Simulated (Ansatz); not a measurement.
```xyz
9

N    -2.0962   -0.4669    1.9384
O    -1.5280   -0.8727   -0.5735
Si   -0.6685   -0.9935    0.8015
H    -1.8573   -0.4419    2.9368
H    -2.8979   -1.1016    1.8327
H    -2.4376    0.4686    1.6834
H    -0.3453   -2.3538    1.2763
H     0.3563    0.0407    1.0481
H    -1.2123   -1.0504   -1.4693
```

Geometry: PBE0-D3(BJ)/pcseg-1.

All numbers below come from Ansatz, isolated molecule in a Gaussian basis; Kohn-Sham density functional theory, functional PBE0.

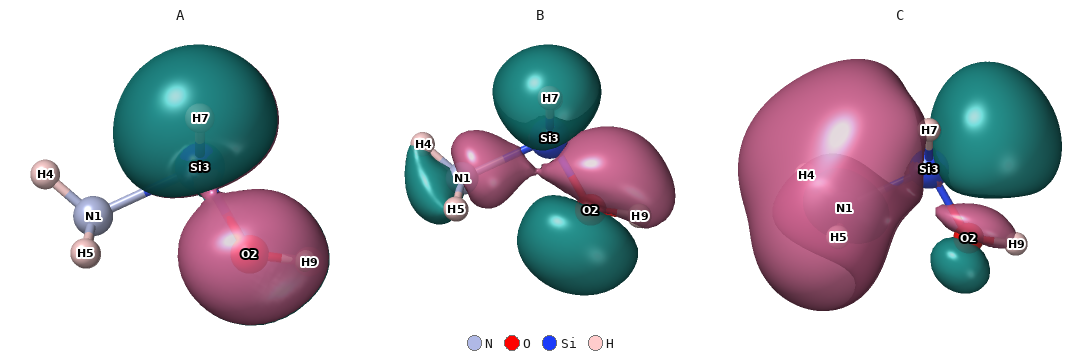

H6NOSi (SMILES [NH3+][SiH2]O) (charge +1). Three frontier orbitals at ±0.06 Å⁻³ᐟ² (teal and pink are the two phases), in no order.

Which picture is the HOMO−1, the HOMO and the LUMO?

Answer. B is the HOMO−1 (−15.40 eV). Its weight (Hirshfeld) is mainly on O2 (about 60 %) and Si3 (about 15 %). A is the HOMO (−14.26 eV). It lies mainly on O2 (about 45 %), Si3 (about 20 %), H7 (about 15 %) and H8 (about 15 %). C is the LUMO (−5.45 eV). Its weight (Hirshfeld) is mainly on Si3 (about 45 %), N1 (about 10 %), H4 (about 10 %), H5 (about 10 %), H6 (about 10 %), H7 (about 5 %) and H8 (about 5 %).

What is the HOMO–LUMO gap?

Answer. 8.81 eV between the orbital energies.
